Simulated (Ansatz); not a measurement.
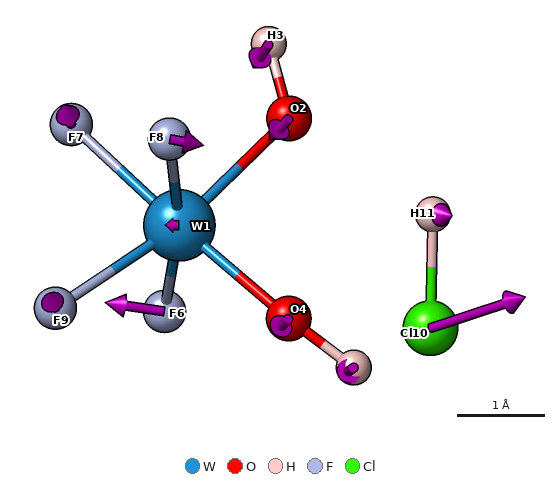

A relaxation of WH$_{3}$O$_{2}$ClF$_{4}$. The starting structure is drawn; purple arrows show the displacements, at their true length. The two geometries are superimposed by the best rigid fit.

A ball-and-stick model, seen at a tilt.

The run prepares an end point of a later path (reaction) calculation, from a guessed geometry.

These are results of Ansatz, RHF/def2-SVP, not measurements.

Input file:
```yaml
crystal:
  periodic: [false, false, false]
  atoms:
    - { symbol: W, position_ang: [-0.095894, -0.194259, -0.066174] }
    - { symbol: O, position_ang: [-0.131642, -0.037889, 1.831442] }
    - { symbol: H, position_ang: [-0.925413, -0.100377, 2.348165] }
    - { symbol: O, position_ang: [1.689037, -0.349988, -0.138759] }
    - { symbol: H, position_ang: [2.622306, -0.217574, -0.048293] }
    - { symbol: F, position_ang: [-0.070291, 1.612981, -0.392102] }
    - { symbol: F, position_ang: [-1.940869, -0.023882, 0.091734] }
    - { symbol: F, position_ang: [-0.328429, -2.021776, 0.062313] }
    - { symbol: F, position_ang: [-0.363993, -0.429151, -1.876297] }
    - { symbol: Cl, position_ang: [2.212601, 2.006673, 1.642212] }
    - { symbol: H, position_ang: [1.477187, 1.321141, 2.49756] }
basis:
  gaussian: { orbitals: def2-SVP }
hamiltonian:
  xc: hf
relax:
  f_tol: 0.03
  max_steps: 50
```

Launched with:
```bash
ansatz run input.yaml --threads 4 --pin off --max-ram 5120MiB --backend cpu --events-out ev --progress --plain --runs-dir out
```

> Which element moves most?

Chlorine: up to 1.36 Å, against 0.71 Å for fluorine.

> What did the optimiser do to the structure, and how much energy did it gain?

The atom that moves furthest after the best rigid fit is Cl10 (1.36 Å). By element the largest moves are Cl 1.36 Å, F 0.71 Å, H 0.61 Å, O 0.49 Å, W 0.17 Å. Near-neighbour distances that change, for instance: Cl10–H11 1.320 → 1.278 Å, W1–O2 1.904 → 1.872 Å, W1–F6 1.837 → 1.845 Å. Among the angles between lasting bonds that change: W1–O4–H5 164.8° → 159.8°, O2–W1–O4 93.8° → 90.2°, O4–W1–F7 177.4° → 174.1°. Over 15 geometry steps the energy falls by 34.7 kJ/mol. The largest force component goes from 1.4 to 0.02 eV/Å. The run took 35 s on 4 threads of Arm Neoverse V2, with other jobs on the host, peak memory 0.45 GiB.

Limits of the set-up: the start holds two separate molecules, 2.2 Å apart at their closest, whose relative position is a soft coordinate and is computed without a dispersion correction; Hartree-Fock leaves out electron correlation.
